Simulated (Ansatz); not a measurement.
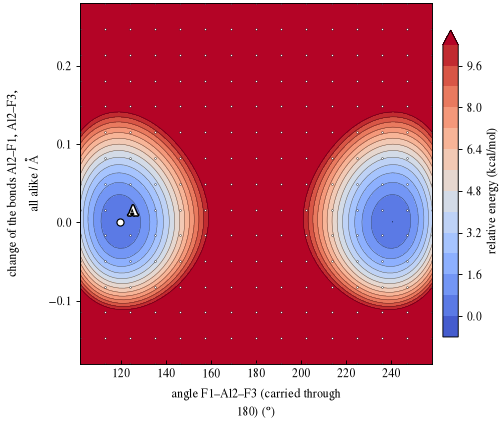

AlF2, SMILES [F][Al][F], spin multiplicity 2. First axis: angle F1–Al2–F3 (carried through 180). Second axis: change of the bonds Al2–F1, Al2–F3, all alike. Nothing is relaxed (all other coordinates rigid). The grid has 15 × 15 points; 120 points were computed and 105 follow by symmetry. Points are written as (first, second). Energies: kcal/mol, counted from the relaxed molecule at the same level. Method: UKS PBE0-D4/def2-TZVP (Ansatz 0.2.0).

In the figure: filled contours, dots at the grid points, one colour for all values above the top of the scale, the well A. Between grid points the surface is interpolated.

### Where is the minimum, and how stiff is the well along each coordinate? Take the well at A.

The interpolated minimum is at the first coordinate ≈ 119.6°, the second coordinate ≈ 0.000 Å. The curvatures there are about 3 eV/rad² and 58 eV/Å², with a cross term of about 0.5 eV/(rad·Å). Round the minimum the two coordinates are nearly uncoupled. (1 eV is 23.1 kcal/mol.)
